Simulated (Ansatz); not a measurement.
# C2H6BClSi (SMILES BC1C[SiH]1Cl): levels of theory compared

Aim: a comparison of 6 runs (HF/STO-3G, HF/6-31G*, HF/def2-SVP, B3LYP/6-31G*, PBE0/6-31G*) of C2H6BClSi. 

Program for the calculation: Ansatz 0.2.0.

2 further runs of the same task are left out: 1 for a known fault of the program, 1 set aside as unsound or not needed.

**1. The system as given**

C2H6BClSi has 11 atoms, charge 0, and is taken as a singlet. SMILES: `BC1C[SiH]1Cl`. The coordinates come from a PBE0-D4/def2-TZVP relaxation.

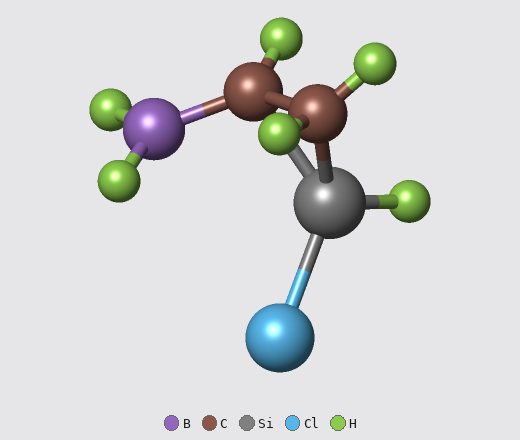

Viewed from a chosen angle; boron purple, carbon brown, silicon grey, chlorine blue, hydrogen green.

**2. Energy and forces at HF/STO-3G (run 1)**

Contents of input.yaml:

```yaml
crystal:
  periodic: [false, false, false]
  atoms:
    - {symbol: B, position_ang: [-0.792000, -0.327700, 1.372500]}
    - {symbol: C, position_ang: [0.067500, 0.583300, 0.545600]}
    - {symbol: C, position_ang: [1.304100, 0.127400, -0.269200]}
    - {symbol: Si, position_ang: [-0.232500, -0.011700, -1.227900]}
    - {symbol: Cl, position_ang: [-1.029200, -1.817900, -1.718800]}
    - {symbol: H, position_ang: [-0.565200, -1.504200, 1.422700]}
    - {symbol: H, position_ang: [-1.748600, 0.114500, 1.940200]}
    - {symbol: H, position_ang: [-0.089000, 1.660300, 0.590800]}
    - {symbol: H, position_ang: [1.762600, -0.791500, 0.084100]}
    - {symbol: H, position_ang: [2.024200, 0.901700, -0.511800]}
    - {symbol: H, position_ang: [-0.636500, 1.009000, -2.207600]}
basis:
  gaussian:
    orbitals: STO-3G
hamiltonian:
  xc: hf
accuracy: high
output: {forces: true, orbitals: {seedname: orbitals}}
```

Launch:

```bash
ansatz run input.yaml --threads 1 --pin off --max-ram 2610MiB --events-out events.jsonl --progress --plain --runs-dir runs
```

Standard output:

```text
Warning: RAYON_NUM_THREADS=1 ignored (pool sized by the plan → 1); use --threads N
Functional definition: HF
  name "HF"
  exchange = exact_x
  correlation = 0
849 factors; integrals over basis functions are off by at most 5.1e-9 eV
mean field evaluation 1: about -22933.2455 eV, gradient 2.0e1 eV
mean field evaluation 2: about -22933.3747 eV, gradient 2.0e1 eV
mean field evaluation 4: about -22935.3653 eV, gradient 1.2e0 eV
mean field evaluation 8: about -22935.3739 eV, gradient 1.9e-2 eV
mean field -22935.37386902 eV, -842.8594435318 hartree, gradient 6.9e-8 eV, S^2 0.000000; 0 other end points of the search recorded, 0 dependent functions left out
the calculation of the forces begins
reference -22935.37386902 eV, -842.8594435318 hartree; 27, 27 occupied and 12, 12 virtual orbitals, 849 factors
Total energy: -22935.37386902 eV, -842.8594435318 hartree
Atom 0 at    -0.792000    -0.327700     1.372500 Å, force    -0.441369    -0.767286     1.094209 eV/Å
Atom 1 at     0.067500     0.583300     0.545600 Å, force    -0.890663     0.112331    -1.132753 eV/Å
Atom 2 at     1.304100     0.127400    -0.269200 Å, force    -0.091246    -0.326738    -0.312912 eV/Å
Atom 3 at    -0.232500    -0.011700    -1.227900 Å, force     0.502447     2.515998     0.123453 eV/Å
Atom 4 at    -1.029200    -1.817900    -1.718800 Å, force    -0.402857    -1.037412    -0.228102 eV/Å
Atom 5 at    -0.565200    -1.504200     1.422700 Å, force    -0.295197     1.275336    -0.046463 eV/Å
Atom 6 at    -1.748600     0.114500     1.940200 Å, force     0.933297    -0.522741    -0.643844 eV/Å
Atom 7 at    -0.089000     1.660300     0.590800 Å, force     0.257710    -0.350671     0.209991 eV/Å
Atom 8 at     1.762600    -0.791500     0.084100 Å, force     0.054453     0.291692    -0.045062 eV/Å
Atom 9 at     2.024200     0.901700    -0.511800 Å, force    -0.090999    -0.190203     0.110156 eV/Å
Atom 10 at    -0.636500     1.009000    -2.207600 Å, force     0.464423    -1.000306     0.871327 eV/Å
Dipole moment:     0.247283     0.524827    -0.224341 e Å
```

It took 0.92 s on 1 thread of AMD EPYC 9R45 (Zen 5), shared host; peak memory 0.11 GiB.

**3. Energy and gradient at HF/6-31G(d) (spherical functions) (run 2)**

input.yaml, as its differences from that of step 2:

```diff
@@ -15,6 +15,5 @@
 basis:
-  gaussian:
-    orbitals: STO-3G
-hamiltonian:
-  xc: hf
+  gaussian: {orbitals: 6-31G_st_-spherical.json}
+magnetization: {spin_polarized: false, initial_magnetization: 0}
+hamiltonian: {xc: hf}
 accuracy: high
```

The basis set 6-31G* is read from a file made from the Basis Set Exchange's data (not shown).

Launch:

```bash
ansatz run input.yaml --threads 1 --pin off --max-ram 2610MiB --events-out events.jsonl --progress --plain --runs-dir runs
```

Standard output:

```text
Warning: RAYON_NUM_THREADS=1 ignored (pool sized by the plan → 1); use --threads N
[... 4 set-up lines as earlier in the session ...]
2169 factors; integrals over basis functions are off by at most 3.5e-9 eV
mean field evaluation 1: about -23189.6750 eV, gradient 2.7e1 eV
mean field evaluation 2: about -23189.7850 eV, gradient 2.7e1 eV
mean field evaluation 4: about -23192.2510 eV, gradient 3.4e0 eV
mean field evaluation 8: about -23192.2958 eV, gradient 1.9e-1 eV
mean field evaluation 16: about -23192.2961 eV, gradient 1.0e-8 eV
mean field -23192.29610688 eV, -852.3011616249 hartree, gradient 1.0e-8 eV, S^2 0.000000; 0 other end points of the search recorded, 0 dependent functions left out
the calculation of the forces begins
reference -23192.29610688 eV, -852.3011616249 hartree; 27, 27 occupied and 63, 63 virtual orbitals, 2169 factors
Total energy: -23192.29610688 eV, -852.3011616249 hartree
Atom 0 at    -0.792000    -0.327700     1.372500 Å, force    -0.207067    -0.303767     0.630491 eV/Å
Atom 1 at     0.067500     0.583300     0.545600 Å, force    -0.160398     0.526487    -0.403663 eV/Å
Atom 2 at     1.304100     0.127400    -0.269200 Å, force     0.485539    -0.163170    -0.077052 eV/Å
Atom 3 at    -0.232500    -0.011700    -1.227900 Å, force    -0.041573     0.604245    -0.292982 eV/Å
Atom 4 at    -1.029200    -1.817900    -1.718800 Å, force    -0.124304    -0.285685    -0.132223 eV/Å
Atom 5 at    -0.565200    -1.504200     1.422700 Å, force    -0.071423     0.164438     0.031075 eV/Å
Atom 6 at    -1.748600     0.114500     1.940200 Å, force     0.094064    -0.091580    -0.062990 eV/Å
Atom 7 at    -0.089000     1.660300     0.590800 Å, force     0.113233    -0.306900     0.098033 eV/Å
Atom 8 at     1.762600    -0.791500     0.084100 Å, force    -0.034562     0.288587    -0.042976 eV/Å
Atom 9 at     2.024200     0.901700    -0.511800 Å, force    -0.141095    -0.202242     0.135819 eV/Å
Atom 10 at    -0.636500     1.009000    -2.207600 Å, force     0.087586    -0.230412     0.116468 eV/Å
Dipole moment:     0.252494     0.369830    -0.199957 e Å
```

Wall time 3.9 s (1 thread of AMD EPYC 9R45 (Zen 5), shared host); peak memory 0.3 GiB.

Run 3 isn't shown in full; the table further down has it.

**4. Energy and gradient at B3LYP/6-31G(d) (spherical functions) (run 4)**

Contents of run.yaml:

```yaml
crystal:
  periodic: [false, false, false]
  atoms:
    - {symbol: B, position_ang: [-0.792000, -0.327700, 1.372500]}
    - {symbol: C, position_ang: [0.067500, 0.583300, 0.545600]}
    - {symbol: C, position_ang: [1.304100, 0.127400, -0.269200]}
    - {symbol: Si, position_ang: [-0.232500, -0.011700, -1.227900]}
    - {symbol: Cl, position_ang: [-1.029200, -1.817900, -1.718800]}
    - {symbol: H, position_ang: [-0.565200, -1.504200, 1.422700]}
    - {symbol: H, position_ang: [-1.748600, 0.114500, 1.940200]}
    - {symbol: H, position_ang: [-0.089000, 1.660300, 0.590800]}
    - {symbol: H, position_ang: [1.762600, -0.791500, 0.084100]}
    - {symbol: H, position_ang: [2.024200, 0.901700, -0.511800]}
    - {symbol: H, position_ang: [-0.636500, 1.009000, -2.207600]}
basis:
  gaussian: {orbitals: 6-31G_st_-spherical.json}
output: {forces: true, orbitals: {seedname: orbitals}}
hamiltonian: {xc: {name: B3LYP}}
accuracy: high
```

The basis set 6-31G* is read from a file made from the Basis Set Exchange's data (not shown).

Launch:

```bash
ansatz run run.yaml --threads 1 --pin off --max-ram 2610MiB --events-out events.jsonl --progress --plain --runs-dir runs
```

Standard output:

```text
Warning: RAYON_NUM_THREADS=1 ignored (pool sized by the plan → 1); use --threads N
Functional definition: B3LYP
  name "B3LYP"
  parameter a0 = 0.2
  parameter ax = 0.72
  parameter ac = 0.81
  exchange = (1 - a0 - ax)*slater_x + ax*b88_x + a0*exact_x
  correlation = (1 - ac)*vwn_rpa_c + ac*lyp_c
2169 factors; integrals over basis functions are off by at most 3.5e-9 eV
mean field evaluation 1: about -23241.0691 eV, gradient 5.1e1 eV
mean field evaluation 2: about -23230.1073 eV, gradient 7.8e1 eV
mean field evaluation 4: about -23248.0008 eV, gradient 2.9e0 eV
mean field evaluation 8: about -23248.2380 eV, gradient 2.7e-1 eV
mean field evaluation 16: about -23248.2382 eV, gradient 3.8e-5 eV
mean field -23248.23817441 eV, -854.3569946876 hartree, gradient 6.0e-8 eV, S^2 0.000000; 0 other end points of the search recorded, 0 dependent functions left out
the calculation of the forces begins
reference -23248.23821595 eV, -854.3569962143 hartree; 27, 27 occupied and 63, 63 virtual orbitals, 2169 factors
Total energy: -23248.23821595 eV, -854.3569962143 hartree
Atom 0 at    -0.792000    -0.327700     1.372500 Å, force    -0.115303    -0.138421     0.264108 eV/Å
Atom 1 at     0.067500     0.583300     0.545600 Å, force    -0.031552     0.181031     0.167580 eV/Å
Atom 2 at     1.304100     0.127400    -0.269200 Å, force     0.320073    -0.003263     0.071934 eV/Å
Atom 3 at    -0.232500    -0.011700    -1.227900 Å, force    -0.135293     0.342694    -0.375663 eV/Å
Atom 4 at    -1.029200    -1.817900    -1.718800 Å, force    -0.227078    -0.509251    -0.191720 eV/Å
Atom 5 at    -0.565200    -1.504200     1.422700 Å, force    -0.024399     0.021858     0.027268 eV/Å
Atom 6 at    -1.748600     0.114500     1.940200 Å, force    -0.005447    -0.017434     0.003400 eV/Å
Atom 7 at    -0.089000     1.660300     0.590800 Å, force     0.015709     0.101999     0.048405 eV/Å
Atom 8 at     1.762600    -0.791500     0.084100 Å, force     0.090435    -0.072419     0.040774 eV/Å
Atom 9 at     2.024200     0.901700    -0.511800 Å, force     0.121908     0.068326    -0.014474 eV/Å
Atom 10 at    -0.636500     1.009000    -2.207600 Å, force    -0.009054     0.024880    -0.041611 eV/Å
Dipole moment:     0.273129     0.354058    -0.211401 e Å
```

It took 7.5 s on 1 thread of AMD EPYC 9R45 (Zen 5), shared host; peak memory 0.36 GiB.

Run 5 isn't shown in full; the table further down has it.

**5. Energy and forces at B3LYP/6-31G(d) (Cartesian functions) (run 6)**

run.yaml, as its differences from that of step 4:

```diff
@@ -15,5 +15,7 @@
 basis:
-  gaussian: {orbitals: 6-31G_st_-spherical.json}
+  gaussian:
+    orbitals: "6-31G*"
+hamiltonian:
+  xc: {name: B3LYP}
+accuracy: high
 output: {forces: true, orbitals: {seedname: orbitals}}
-hamiltonian: {xc: {name: B3LYP}}
-accuracy: high
```

Launch:

```bash
ansatz run run.yaml --threads 1 --pin off --max-ram 2610MiB --events-out events.jsonl --progress --plain --runs-dir runs
```

Standard output:

```text
Warning: RAYON_NUM_THREADS=1 ignored (pool sized by the plan → 1); use --threads N
[... 7 set-up lines as earlier in the session ...]
2213 factors; integrals over basis functions are off by at most 3.8e-9 eV
mean field evaluation 1: about -23241.2912 eV, gradient 5.2e1 eV
mean field evaluation 2: about -23230.2439 eV, gradient 7.9e1 eV
mean field evaluation 4: about -23248.2409 eV, gradient 3.0e0 eV
mean field evaluation 8: about -23248.4245 eV, gradient 2.5e-1 eV
mean field evaluation 16: about -23248.4247 eV, gradient 4.0e-5 eV
mean field -23248.42470478 eV, -854.3638495523 hartree, gradient 8.8e-8 eV, S^2 0.000000; 0 other end points of the search recorded, 0 dependent functions left out
the calculation of the forces begins
reference -23248.42474632 eV, -854.3638510791 hartree; 27, 27 occupied and 68, 68 virtual orbitals, 2213 factors
Total energy: -23248.42474632 eV, -854.3638510791 hartree
Atom 0 at    -0.792000    -0.327700     1.372500 Å, force    -0.111911    -0.135416     0.261074 eV/Å
Atom 1 at     0.067500     0.583300     0.545600 Å, force    -0.033597     0.177164     0.167964 eV/Å
Atom 2 at     1.304100     0.127400    -0.269200 Å, force     0.310608    -0.002399     0.069062 eV/Å
Atom 3 at    -0.232500    -0.011700    -1.227900 Å, force    -0.120955     0.352574    -0.365018 eV/Å
Atom 4 at    -1.029200    -1.817900    -1.718800 Å, force    -0.230741    -0.516286    -0.193830 eV/Å
Atom 5 at    -0.565200    -1.504200     1.422700 Å, force    -0.025255     0.022849     0.026814 eV/Å
Atom 6 at    -1.748600     0.114500     1.940200 Å, force    -0.004049    -0.017878     0.002604 eV/Å
Atom 7 at    -0.089000     1.660300     0.590800 Å, force     0.015793     0.100123     0.047554 eV/Å
Atom 8 at     1.762600    -0.791500     0.084100 Å, force     0.088632    -0.070526     0.039021 eV/Å
Atom 9 at     2.024200     0.901700    -0.511800 Å, force     0.119905     0.066634    -0.014723 eV/Å
Atom 10 at    -0.636500     1.009000    -2.207600 Å, force    -0.008429     0.023161    -0.040523 eV/Å
Dipole moment:     0.272519     0.353313    -0.210981 e Å
```

Wall time 7.2 s (1 thread of AMD EPYC 9R45 (Zen 5), shared host); peak memory 0.38 GiB.

**6. The series**

```csv
run,level,Cartesian functions,energy (Eh),dipole moment (D),HOMO energy (eV),LUMO energy (eV),wall time
1,HF/STO-3G,no,-842.859444,2.99,-7.89,7.19,0.92 s
2,HF/6-31G* (spherical functions),no,-852.301162,2.36,-9.60,3.07,3.9 s
3,HF/def2-SVP,no,-852.028312,2.14,-9.66,2.90,4.2 s
4,B3LYP/6-31G* (spherical functions),no,-854.356996,2.38,-6.93,-0.66,7.5 s
5,PBE0/6-31G* (spherical functions),no,-853.914848,2.41,-7.20,-0.54,7.8 s
6,B3LYP/6-31G* (Cartesian functions),yes,-854.363851,2.37,-6.93,-0.66,7.2 s
```

**7. Results**

```
                       quantity          value
            run 6: total energy  -854.36385 Eh
           run 6: dipole moment         2.37 D
             run 6: HOMO energy       -6.93 eV
             run 6: LUMO energy       -0.66 eV
           run 6: HOMO–LUMO gap        6.27 eV
run 6: largest force on an atom     0.598 eV/Å
```

**Reading.** The dipole moment (its size) runs from 2.14 D (HF/def2-SVP) to 2.99 D (HF/STO-3G). The HOMO–LUMO gap runs from 6.27 eV (B3LYP/6-31G*) to 15.08 eV (HF/STO-3G). The two ends differ in method and basis. Totals of different functionals can't be ranked against each other. In run 1 the basis is minimal, so the values are rough. All runs together took 32 s, the longest 7.8 s.
